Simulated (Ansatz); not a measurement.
# O4Ti2 (charge −1, quartet): what the fields show

The calculation's input:

```
crystal:
  periodic: [false, false, false]
  atoms:
    - {symbol: Ti, position_ang: [0.280302, -1.270824, -0.387674]}
    - {symbol: Ti, position_ang: [-0.280299, 1.270809, 0.387672]}
    - {symbol: O, position_ang: [1.747604, -2.217228, -0.310092]}
    - {symbol: O, position_ang: [0.337547, 0.428253, -1.159775]}
    - {symbol: O, position_ang: [-0.337535, -0.428250, 1.159783]}
    - {symbol: O, position_ang: [-1.747618, 2.217241, 0.310095]}
basis:
  gaussian: {orbitals: def2-TZVPD, initial_orbitals: start.molden}
total_charge: -1
magnetization: {spin_polarized: true, initial_magnetization: 3}
hamiltonian: {xc: pbe0, dispersion: d4}
scf: {omitted_lower_state_checks: [starts]}
output: {orbitals: {seedname: orbitals}}
```

Run with:

```sh
ansatz run in.yaml --threads 4 --pin off --events-out ev --progress --plain --max-ram 4787MiB
```

Geometry: PBE-D4/def2-SVPD.

These are results of UKS PBE0-D4/def2-TZVPD (Ansatz), not measurements.

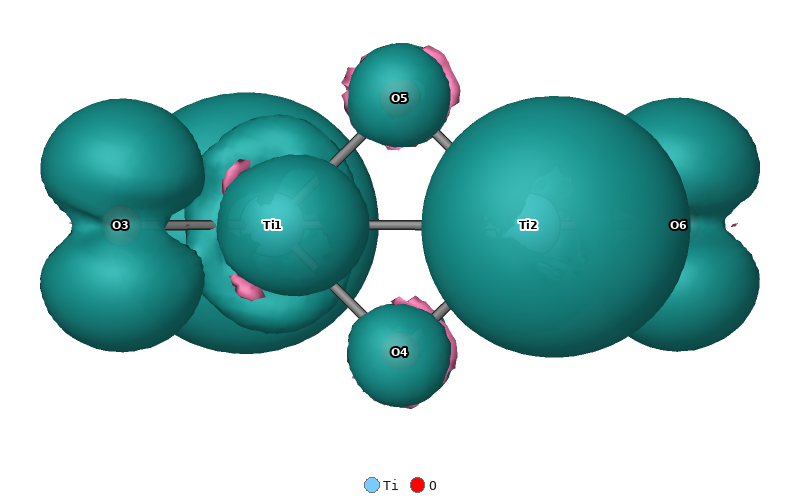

Figure 1. Isosurfaces of the spin density (α minus β) at +0.015 (teal) and −0.015 e/Å³ (pink), seen at a tilt.

**Where is the unpaired spin?**

The unpaired spin (3 electrons) lies mostly on Ti1 (about 1.0), Ti2 (about 1.0), O3 (about 0.5), O6 (about 0.5), O4 (about 0.1) and O5 (about 0.1), in electrons by Hirshfeld's partition.

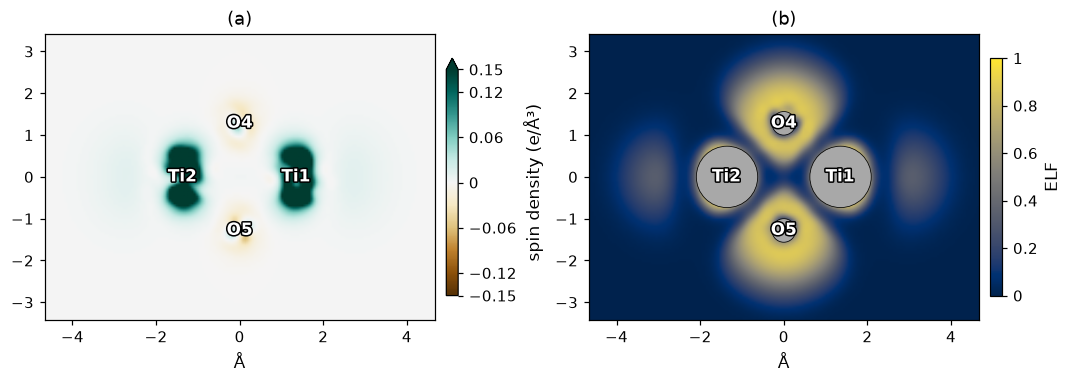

Figure 2. (a) spin density; (b) ELF on the plane of atoms Ti2, Ti1 and O5. Grey discs cover the atomic cores in the ELF map.

**Interpret the plot.**

- The plane passes through Ti and O nuclei.
- Ti–Ti (2.72 Å): the ELF is about 0.10 at the midpoint.
- Ti–O (1.87 Å): the ELF peaks at about 0.85 in the valence shell of O, 0.5 Å from its nucleus, and is about 0.25 at the midpoint.

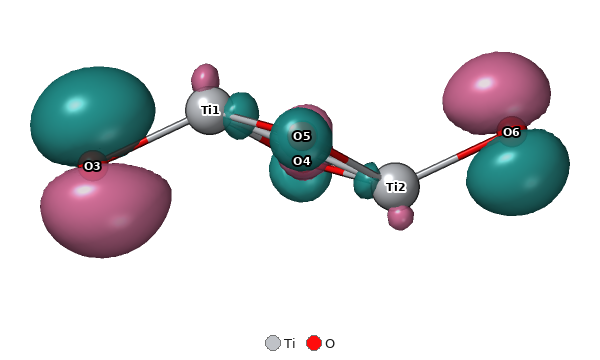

Figure 3. The HOMO−1 (β) at ±0.15 Å⁻³ᐟ² (teal and pink are the two phases), seen from one side.

**Describe this orbital and give its energy.**

Its weight (Hirshfeld) is mainly on O3 (about 35 %), O6 (about 35 %), Ti1 (about 10 %) and Ti2 (about 10 %); it is gerade (even under inversion); largely a combination of lone pairs on O3 and O6. Its energy is −4.14 eV.
